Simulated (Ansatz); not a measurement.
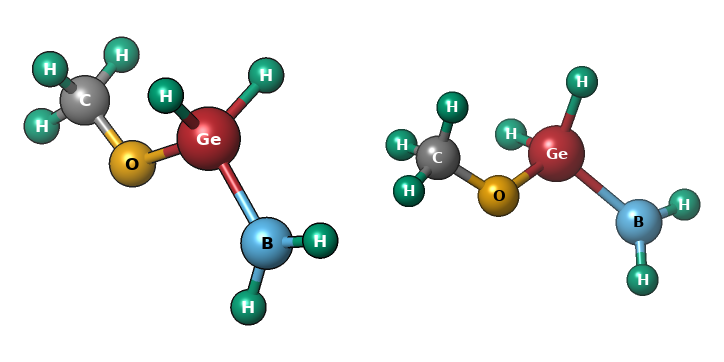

The same structure drawn twice, from different directions.

Which formula does it have?

Answer. CH₇BGeO, 11 atoms: 1 carbon, 7 hydrogen, 1 boron, 1 germanium and 1 oxygen.

How many bonds of each kind are drawn?

Answer. 3 C–H, 2 B–H, 2 Ge–H, 1 B–Ge, 1 Ge–O, 1 C–O.

More results for the same structure follow; atom numbers are the same in all pictures, views and colours differ. The geometry was computed by an optimisation with PBE0-D4/def2-TZVP. No frequency run is at hand to confirm it as a minimum.

### Symmetry

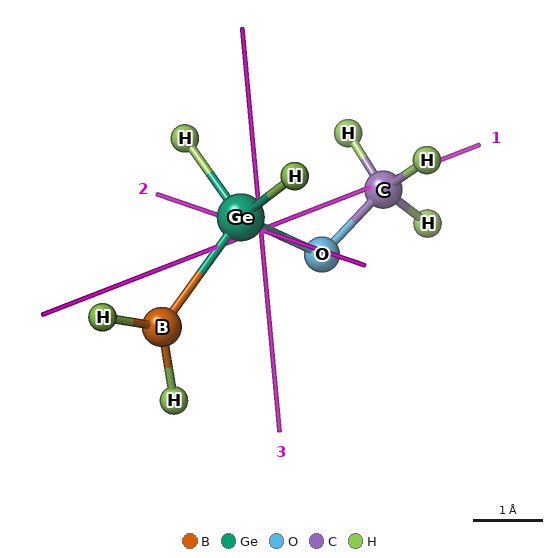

The three principal axes of inertia are drawn and numbered. Atoms fade into the background with distance from the viewer. No frequency run is at hand to confirm it as a minimum. Masses are those of the most abundant isotopes; constants are for the rigid equilibrium geometry.

Which line is the a axis (least moment of inertia), which b and which c?

Answer. a is line 1, b is line 3, c is line 2; the moments are 38.2, 180, 209 u Å².

Classify the rotor and give the rotational constants (cm⁻¹).

Answer. An asymmetric top (Cs): A = 0.441, B = 0.0934, C = 0.0806 cm⁻¹. Ray's parameter κ is −0.93, close to the prolate limit.

### Levels of theory compared

No frequency run is at hand to confirm it as a minimum. Program: Ansatz 0.2.0.

Tabulate HOMO–LUMO gap (eV), HOMO energy (eV) at these levels: B3LYP-D4/def2-TZVPP; PBE-D4/def2-TZVPP; PBE0-D4/def2-TZVPP; r2SCAN-D4/def2-TZVPP; ωB97M-V/def2-TZVPP; ωB97X-V/def2-TZVPP.

```json
{"level": "B3LYP-D4/def2-TZVPP", "HOMO–LUMO gap (eV)": "4.61", "HOMO energy (eV)": "−7.36"}
{"level": "PBE-D4/def2-TZVPP", "HOMO–LUMO gap (eV)": "2.51", "HOMO energy (eV)": "−6.06"}
{"level": "PBE0-D4/def2-TZVPP", "HOMO–LUMO gap (eV)": "5.06", "HOMO energy (eV)": "−7.60"}
{"level": "r2SCAN-D4/def2-TZVPP", "HOMO–LUMO gap (eV)": "3.18", "HOMO energy (eV)": "−6.37"}
{"level": "ωB97M-V/def2-TZVPP", "HOMO–LUMO gap (eV)": "9.40", "HOMO energy (eV)": "−9.98"}
{"level": "ωB97X-V/def2-TZVPP", "HOMO–LUMO gap (eV)": "9.74", "HOMO energy (eV)": "−10.05"}
```

### Dipole moment

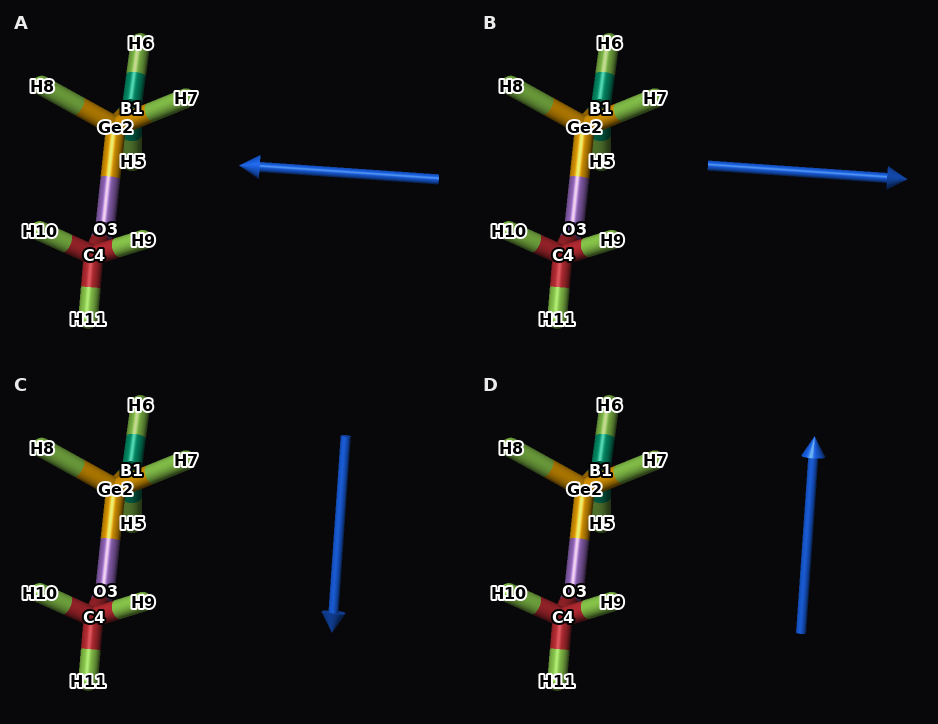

The same molecule four times, each with an arrow. No frequency run is at hand to confirm it as a minimum. Properties computed with RKS ωB97M-V/def2-TZVPP (Ansatz 0.2.0).

Which arrow points along the dipole moment, from the negative to the positive end?

Answer. D. The dipole moment is 0.91 D; it points from the side of H11 to the side of H6 (the outermost atoms at the two ends).

### Charges

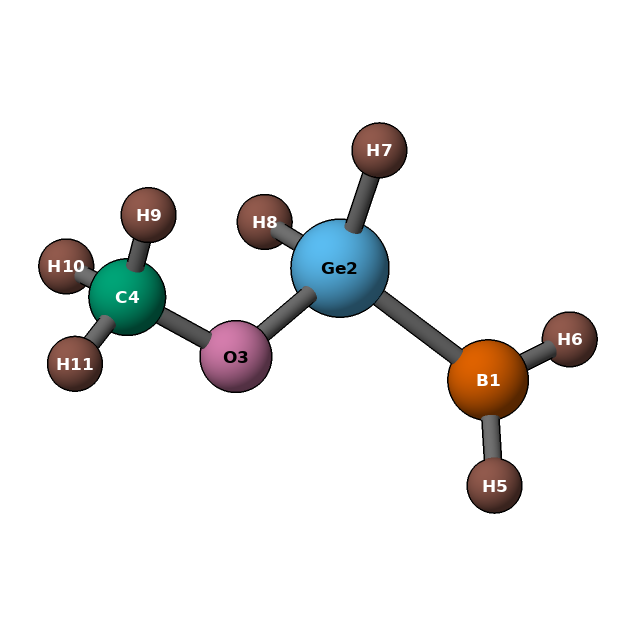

The questions are on Mulliken charges. No frequency run is at hand to confirm it as a minimum. Method: RKS PBE-D4/def2-TZVPP (Ansatz 0.2.0).

Give the Mulliken charges atom by atom.

```json
{"atom": "B1", "value (e)": "−0.08"}
{"atom": "Ge2", "value (e)": "0.27"}
{"atom": "O3", "value (e)": "−0.35"}
{"atom": "C4", "value (e)": "−0.14"}
{"atom": "H5", "value (e)": "0.06"}
{"atom": "H6", "value (e)": "0.04"}
{"atom": "H7", "value (e)": "−0.03"}
{"atom": "H8", "value (e)": "−0.03"}
{"atom": "H9", "value (e)": "0.08"}
{"atom": "H10", "value (e)": "0.08"}
{"atom": "H11", "value (e)": "0.10"}
```

Mulliken values depend strongly on the basis set and can even reverse the polarity of a bond.
